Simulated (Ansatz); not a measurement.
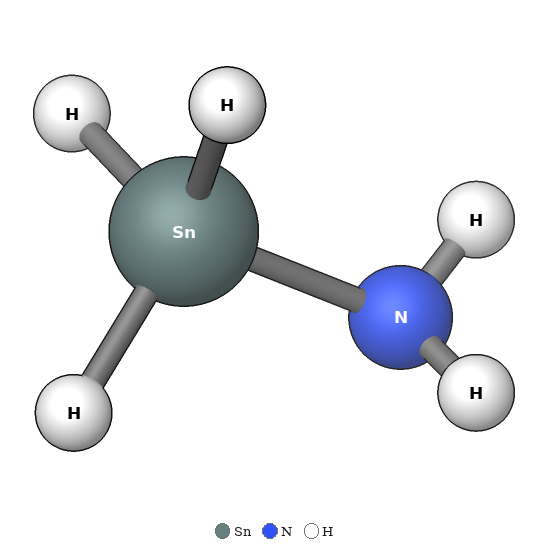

The computed structure is the end point of a PBE0-D4/def2-TZVP optimisation.

What is the molecular formula?

H₅NSn, 7 atoms: 5 hydrogen, 1 nitrogen and 1 tin.

Give the symmetry (Schoenflies symbol).

Cs.

How many atoms are distinct by symmetry?

5: 1 Sn, 1 N, 1 H, 2 H, 2 H.

How many bonds of each kind are drawn?

3 Sn–H, 2 N–H, 1 N–Sn. Sticks follow a distance rule.

More results for the same structure follow; atom numbers are the same in all pictures, views and colours differ.

**Geometry**

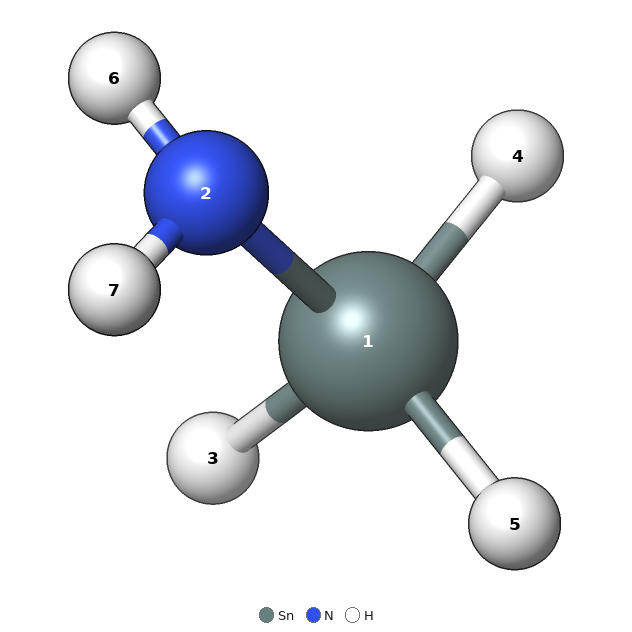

Atoms carry their numbers in the input.

Give the bond lengths.

| bond | length (Å) |
| --- | --- |
| Sn1–N2 | 2.033 |
| Sn1–H3 | 1.717 |
| Sn1–H4 | 1.704 |
| Sn1–H5 | 1.704 |
| N2–H6 | 1.012 |
| N2–H7 | 1.012 |

**Vibrations**

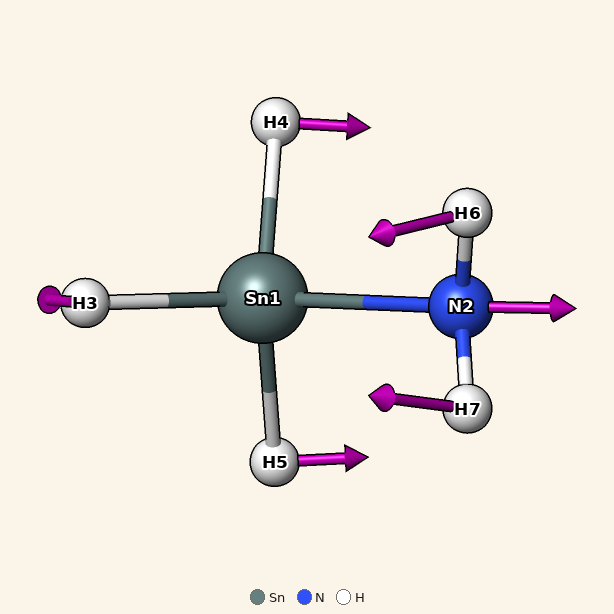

The arrows show one normal mode. Harmonic vibrations computed with RKS PBE0-D4/def2-TZVP, core potentials on Sn (Ansatz 0.2.0) at a stationary point of the same level.

At what wavenumber does it lie?

560 cm⁻¹; it is mode 4 of 15 counted from the lowest.

**Dipole moment**

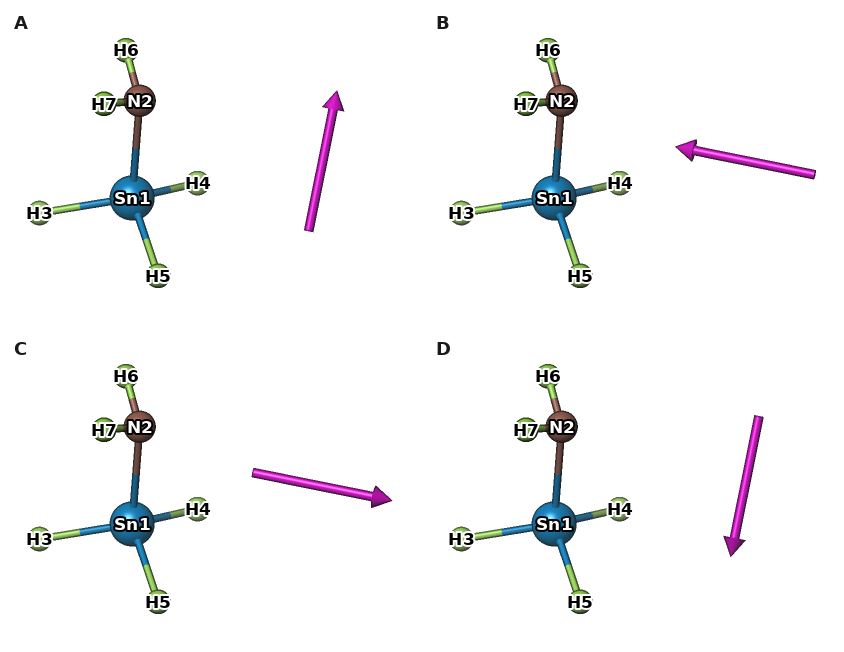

The same molecule four times, each with an arrow. Level of theory: RKS PBE0-D4/def2-TZVP, core potentials on Sn (Ansatz 0.2.0).

Which arrow points along the dipole moment, from the negative to the positive end?

B. The dipole moment is 1.12 D; it points from the side of H4, H5 to the side of H3 (the outermost atoms at the two ends).

**Thermal motion**

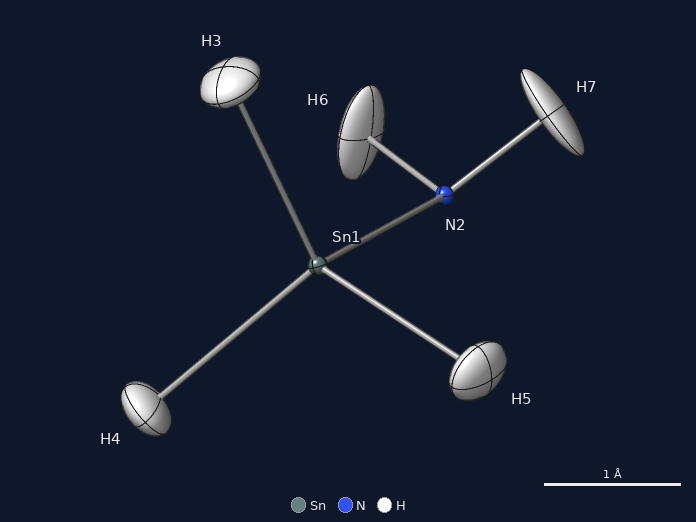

Displacement ellipsoids at the 50 % level, from the internal vibrations of the free molecule (harmonic, no overall translation or rotation; no half-axis is drawn under 0.075 Å). Vibrations computed with RKS PBE0-D4/def2-TZVP, core potentials on Sn (Ansatz 0.2.0). Temperature: 0 K (zero-point motion alone).

Which atom has the largest mean-square displacement?

H6, H7, with U_eq = 0.0286 Å².

Does H6 move more along its bond or across it?

Across it: the root-mean-square amplitude is 0.070 Å along the bond and up to 0.249 Å across, since bending and torsion are softer than stretching.

List U_eq and the three principal root-mean-square amplitudes for each kind of atom.

| atom | U_eq (Å²) | rms amplitudes (Å) |
| --- | --- | --- |
| Sn1 | 0.00002 | 0.003, 0.003, 0.006 |
| N2 | 0.00087 | 0.019, 0.022, 0.042 |
| H3 | 0.0200 | 0.093, 0.153, 0.168 |
| H4, H5 | 0.0202 | 0.092, 0.149, 0.173 |
| H6, H7 | 0.0286 | 0.069, 0.137, 0.249 |
